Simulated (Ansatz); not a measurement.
**CH2AlNO: harmonic frequencies at the relaxed geometry, by script**

At which frequencies does CH2AlNO vibrate? Wanted for CH2AlNO: harmonic frequencies at the relaxed geometry.

All numbers are computed with Ansatz 0.2.0, driven from Python. Level of theory: CAM-B3LYP/def2-SVP.

### Step 1. The structure

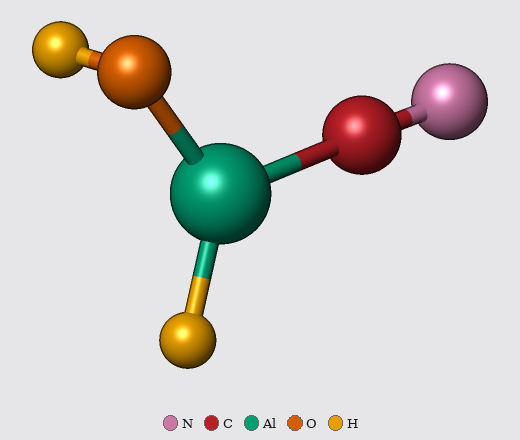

The structure that the script starts from, seen from a chosen angle (nitrogen pink, carbon red, aluminium teal, oxygen orange, hydrogen amber).

No structure file is read: the coordinates are typed or built in the script.

### Step 2. The script

The input, freq_ch2alno.py:

```python
"""Harmonic frequencies of CH2AlNO at its relaxed geometry."""

import itertools

import ansatz as az
from ase.data import atomic_numbers, covalent_radii
import numpy as np

GEOMETRY = """
N     2.50580   -0.99240    0.75490
C     1.35730   -0.69110    0.47820
Al   -0.51070   -0.25160    0.02230
O    -0.93990    1.51070   -0.03570
H    -1.51980   -1.42750   -0.29450
H    -0.85060    1.78800   -0.97130
"""


def main() -> None:
    molecule = az.Crystal.molecule()
    for line in GEOMETRY.strip().splitlines():
        symbol, *xyz = line.split()
        molecule = molecule.atom(symbol, [float(v) for v in xyz])

    model = molecule.calculation()
    model = model.basis(gaussian="def2-SVP").functional("cam_b3lyp")
    symbols = [site.symbol for site in molecule.cartesian_sites]
    start = np.array([site.position_ang for site in molecule.cartesian_sites], dtype=float)
    report = model.relax(force_tolerance=0.003).run(threads=1, pin="off").report
    end = np.array(report["positions_ang"])

    # pairs closer than 1.2 times the sum of covalent radii, before or after
    radius = [covalent_radii[atomic_numbers[s]] for s in symbols]
    span = lambda where, i, j: np.linalg.norm(where[i] - where[j])
    bonded = [(i, j) for i, j in itertools.combinations(range(len(symbols)), 2) if min(span(start, i, j), span(end, i, j)) < 1.2 * (radius[i] + radius[j])]
    print("pair        before    after (A)")
    for i, j in bonded:
        print(f"{symbols[i]}{i}-{symbols[j]}{j}".ljust(10), f"{span(start, i, j):8.4f} {span(end, i, j):8.4f}")

    # same settings at the minimum
    minimum = az.Crystal.molecule()
    for symbol, place in zip(symbols, end):
        minimum = minimum.atom(symbol, place.tolist())
    vibrating = (
        minimum.calculation()
        .basis(gaussian="def2-SVP")
        .functional("cam_b3lyp")
        .phonons(temperatures=(200, 600, 100))
    )
    vib = vibrating.run(threads=1, pin="off").report["vibrations"]
    sums = vib["harmonic_sums"]
    modes = [m["omega_inv_cm"] for m in sums["modes_at_gamma"] if m["rigid_motion"] == "no"]
    for number, w in enumerate(modes, start=1):
        print(f"mode {number:2d} {w:9.1f} 1/cm {w / 8065.544 * 1000:8.2f} meV")
    print("imaginary modes:", sum(w < 0 for w in modes), " zero-point energy:", round(sums["zero_point_energy_ev"], 4), "eV")
    print("T (K)   F_vib (eV)   S_vib (meV/K)   C_vib (meV/K)")
    for row in zip(sums["temperatures_k"], sums["vibrational_free_energy_ev"], vib["entropy_ev_per_k"], vib["heat_capacity_ev_per_k"]):
        print(f"{row[0]:6.1f} {row[1]:11.4f} {1000 * row[2]:13.4f} {1000 * row[3]:15.4f}")


if __name__ == "__main__":
    main()
```

### Step 3. The input behind the calls

The engine receives this input (first run):

```yaml
crystal:
  periodic: [false, false, false]
  atoms:
    - { symbol: "N", position_ang: [2.5058, -0.9924, 0.7549] }
    - { symbol: C, position_ang: [1.3573, -0.6911, 0.4782] }
    - { symbol: Al, position_ang: [-0.5107, -0.2516, 0.0223] }
    - { symbol: O, position_ang: [-0.9399, 1.5107, -0.0357] }
    - { symbol: H, position_ang: [-1.5198, -1.4275, -0.2945] }
    - { symbol: H, position_ang: [-0.8506, 1.788, -0.9713] }
basis:
  gaussian:
    orbitals: def2-SVP
hamiltonian:
  xc: cam_b3lyp
relax:
  f_tol: 0.003
```

### Step 4. Running it

Command:

```console
> python freq_ch2alno.py
```

The log of the run:

```text
pair        before    after (A)
N0-C1        1.2192   1.1569
C1-Al2       1.9724   1.9323
Al2-O3       1.8147   1.6817
Al2-H4       1.5816   1.5645
O3-H5        0.9799   0.9589
mode  1     149.0 1/cm    18.48 meV
mode  2     230.8 1/cm    28.62 meV
mode  3     332.3 1/cm    41.20 meV
mode  4     396.6 1/cm    49.17 meV
mode  5     455.8 1/cm    56.52 meV
mode  6     519.1 1/cm    64.36 meV
mode  7     560.8 1/cm    69.53 meV
mode  8     698.7 1/cm    86.63 meV
mode  9     921.8 1/cm   114.29 meV
mode 10    2031.3 1/cm   251.85 meV
mode 11    2367.3 1/cm   293.50 meV
mode 12    3980.2 1/cm   493.48 meV
imaginary modes: 0  zero-point energy: 0.7838 eV
T (K)   F_vib (eV)   S_vib (meV/K)   C_vib (meV/K)
 200.0      0.7688        0.2216          0.3604
 300.0      0.7376        0.3991          0.5127
 400.0      0.6895        0.5603          0.6049
 500.0      0.6262        0.7022          0.6663
 600.0      0.5496        0.8279          0.7121
```

Wall time 54 s (1 thread of Intel Xeon 6975P-C (Granite Rapids), shared host); peak memory 0.24 GiB.

### Step 5. Inputs of later runs

The engine's inputs for the other runs:

Run 2, against run 1:

```diff
@@ -4,6 +4,6 @@
-    - { symbol: "N", position_ang: [2.5058, -0.9924, 0.7549] }
-    - { symbol: C, position_ang: [1.3573, -0.6911, 0.4782] }
-    - { symbol: Al, position_ang: [-0.5107, -0.2516, 0.0223] }
-    - { symbol: O, position_ang: [-0.9399, 1.5107, -0.0357] }
-    - { symbol: H, position_ang: [-1.5198, -1.4275, -0.2945] }
-    - { symbol: H, position_ang: [-0.8506, 1.788, -0.9713] }
+    - { symbol: "N", position_ang: [2.435328590442623, -1.052580432315941, 0.8939228599458149] }
+    - { symbol: C, position_ang: [1.3866492793656746, -0.7328875255226237, 0.5244693184934687] }
+    - { symbol: Al, position_ang: [-0.3790185447358989, -0.24452325852003665, -0.08996122857931067] }
+    - { symbol: O, position_ang: [-0.5755899333596324, 1.3964352905659765, -0.40083374030332913] }
+    - { symbol: H, position_ang: [-1.4930490652067019, -1.3289023805922346, -0.26479115484219895] }
+    - { symbol: H, position_ang: [-1.3322203265060644, 1.8985583063848595, -0.7089060547144446] }
@@ -15,2 +15,5 @@
-relax:
-  f_tol: 0.003
+phonons:
+  temperatures:
+    t_min: 200.0
+    t_max: 600.0
+    t_step: 100.0
```

Lines on the test bed's own set-up are left out of the output.

### Step 6. Run by run

The 2 runs, in the order started:

```
run  kind of run  energy from run 2 (eV)  SCF cycles in all  CPU time (s)
  1   relaxation                  0.0000                105            19
  2      phonons                  0.0000                224            34
```

### Step 7. How the relaxation of run 1 went

Step by step:

| step | energy from step 1 (eV) | largest force component (eV/Å) |
| --- | --- | --- |
| 1 | 0.0000 | 6.1227 |
| 2 | -0.3619 | 1.4515 |
| 3 | -0.4422 | 1.1280 |
| 4 | -0.5552 | 0.6204 |
| 5 | -0.6368 | 0.3081 |
| 6 | -0.6441 | 0.1385 |
| 7 | -0.6211 | 1.2568 |
| 8 | -0.6489 | 0.0630 |
| 9 | -0.6498 | 0.0161 |
| 10 | -0.6498 | 0.0150 |
| 11 | -0.6498 | 0.0069 |
| 12 | -0.6498 | 0.0001 |

Step 1 is the start. Step 7 was tried and not accepted.

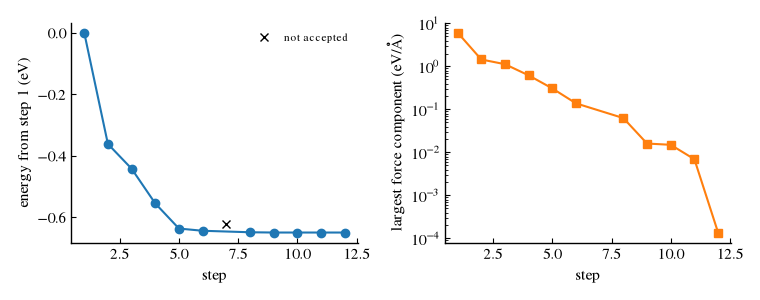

Energy and largest force along the relaxation.

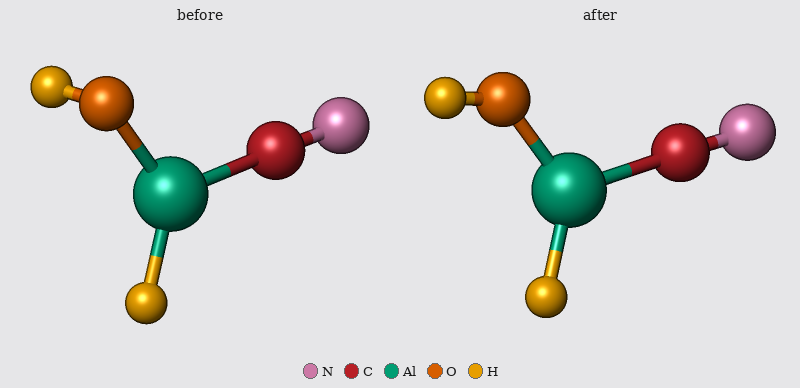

The structure before (left) and after (right) the relaxation, drawn at the same scale.

Before: Bond lengths: N1–C2 1.219 Å, C2–Al3 1.972 Å, Al3–O4 1.815 Å, Al3–H5 1.582 Å, O4–H6 0.980 Å. Angles: N1–C2–Al3 178.6°, C2–Al3–O4 116.6°, C2–Al3–H5 119.0°, O4–Al3–H5 124.4°, Al3–O4–H6 106.5°.

After: Bond lengths: N1–C2 1.157 Å, C2–Al3 1.932 Å, Al3–O4 1.682 Å, Al3–H5 1.564 Å, O4–H6 0.959 Å. Angles: N1–C2–Al3 178.6°, C2–Al3–O4 114.3°, C2–Al3–H5 120.7°, O4–Al3–H5 124.9°, Al3–O4–H6 131.5°.

### Step 8. Vibrations

Frequencies (cm⁻¹; negative: imaginary): 149, 231, 332, 397, 456, 519, 561, 699, 922, 2031, 2367, 3980.

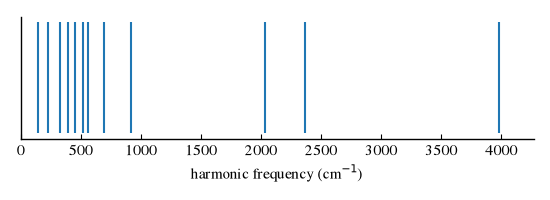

The harmonic frequencies as lines of equal height (no intensities).

### Step 9. What came out

| quantity | value |
| --- | --- |
| runs compared | 2 |
| moves of the relaxation of run 1 | 10 |
| energy gained in run 1 | 0.650 eV |
| last largest force component of run 1 | 0.0001 eV/Å |
| highest frequency | 3980 cm⁻¹ |
| imaginary modes | 0 |
| zero-point energy | 0.784 eV |

Run 1: The relaxation took 10 moves; the largest shift is 0.559 Å, of atom 6 (H). All frequencies are real, so the geometry is a minimum. The values are harmonic; measured fundamentals also hold anharmonic shifts, mostly downward for stretches. The frequencies are harmonic and unscaled, in a modest basis. The result belongs to the one conformer reached from this start, and soft torsions count as harmonic oscillators.
